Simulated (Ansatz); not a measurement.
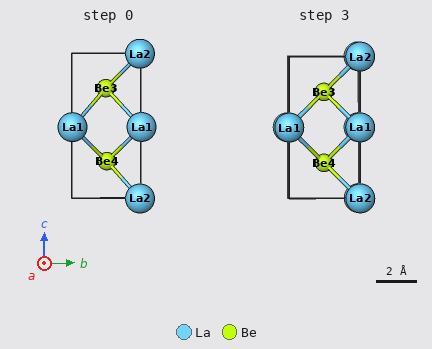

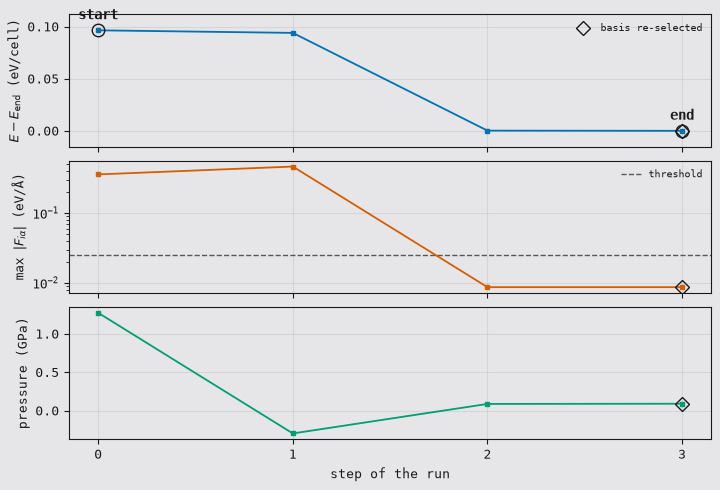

First and last geometry of a relaxation of crystalline LaBe (a generated structure, set up in P1) (coarse preliminary run), with the history of the run. A ball-and-stick model of the cell of the calculation, seen along the a axis.

All numbers below come from DFT PBE, scalar-relativistic, plane waves, PAW in Ansatz 0.2.0.

The input:
```yaml
crystal:
  lattice:
    - [-3.5539801119, -0.0175438865, 0.0802881566]
    - [0.0802881566, -0.0044416711, -3.5036139829]
    - [-0.0350877729, -7.342999862, -0.0088833422]
  atoms:
    - { symbol: La, position: [1.0063498435, 1.0097912083, 0.4902189844] }
    - { symbol: La, position: [-0.0088756232, -0.0123458853, -0.0037526776] }
    - { symbol: Be, position: [0.4836244543, 0.4932945906, 0.7588139564] }
    - { symbol: Be, position: [0.5189013254, 0.5092600865, 0.2547197369] }
basis:
  ecutwfc: 420
kpoints:
  mp_grid: { grid: [6, 6, 4] }
hamiltonian:
  xc: pbe
scf:
  occupations: { method: gaussian, width: 0.2 }
  lower_state_search: "off"
output:
  forces: true
  stress: true
  eigenvalues: true
relax:
  adjacent_minimum: "off"
  f_tol: 0.025
  max_steps: 60
  cell: { stress_tol: 0.25 }
```

Run as
```bash
ansatz run input.yaml --threads 1 --pin off --max-ram 2048MiB --backend cpu --events-out ev --progress --plain --runs-dir out
```

Question: What do the curves and the structures tell?

Answer: It converged. Be3 moves most relative to the cell: 0.092 Å along [2 1 −1]. By element the largest moves are Be 0.092 Å, La 0.084 Å. The drawn cell changes as follows: a 3.555 → 3.600 Å (+1.3 %), b 3.505 → 3.595 Å (+2.6 %), c 7.343 → 7.192 Å (−2.1 %), α 89.9° → 90.0°, β 89.4° → 90.0°, γ 92.6° → 90.0°; the volume changes by +1.9 %. Some distances before and after: La1–Be4 2.978 → 3.114 Å, La2–Be3 2.981 → 3.117 Å, La1–La2 3.716 → 3.596 Å, La1–Be3 3.232 → 3.113 Å. The space group (tolerance 0.01 Å) goes from P1 (No. 1) to Pm-3m (No. 221). After 2 accepted moves (3 points after the start) the energy has fallen by 96.4 meV per cell of the calculation. The largest force component goes from 0.36 to 0.0087 eV/Å. The pressure goes from 1.27 to 0.09 GPa. At 1 point the geometry stayed and the basis and grid were re-selected for the new cell (energy shift of 0.2 meV per cell of the calculation at most each time).

```
step  E − E(0), meV/atom  largest force component, eV/Å  pressure, GPa  volume, Å³/atom                      note
   0                0.00                         0.3584           1.27           22.846                          
   1               -0.62                         0.4648          -0.30           23.628                          
   2              -24.06                         0.0087           0.09           23.273                          
   3              -24.11                         0.0087           0.09           23.273  same geometry, new basis
```
